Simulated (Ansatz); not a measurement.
Cost and result by functional for the adsorption energy of Cl on the 1x1 (0001) surface of hcp Ru, one in a 2x2 cell, started at the site 'hollow Ru-Ru-Ru over Ru at depth 2.1 Å', in Ansatz (plane waves, PAW). Single points on the PBE structure, on one kind of machine; costs are rough ratios of the slab run's core time (references not counted) to the cheapest single point. r2SCAN's cost holds its higher cutoff (500 against 420 eV). Differences are taken against r2SCAN for comparison alone: no measured value is at hand, so the table doesn't rank accuracy.

Set-up: 17 atoms, 6.3 Å thick at the start under the adsorbate (thin: gaps and levels are the slab's own); mesh 6x6x1; 0.1 eV smearing; dipole correction on; 8 atoms held, the rest relaxed; symmetry of the start imposed; no spin, no spin-orbit, no U, no dispersion correction. At the end it is bonded to 3 Ru. In PBE this state lies 0.04 eV over the lowest of the starts that converged ('hollow Ru-Ru-Ru'). These notes are the PBE run's. Adsorption energies are against ½ Cl2(g). A negative adsorption energy means that the adsorbate is more stable on the surface than in its reference.

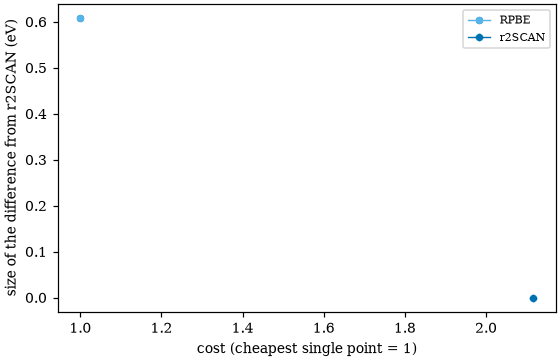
Difference from r2SCAN against cost

```tsv
functional	relative cost	adsorption energy (eV)	less r2SCAN (eV)
RPBE	1	-2.02	0.61
r2SCAN	2	-2.63	0.00
PBE (the relaxed run's value)	–	-2.28	0.35
```

The values span 0.61 eV, while the single points' costs differ by a factor of roughly 2. Differences are of unrounded values.

Ansatz is a program for electronic structure.
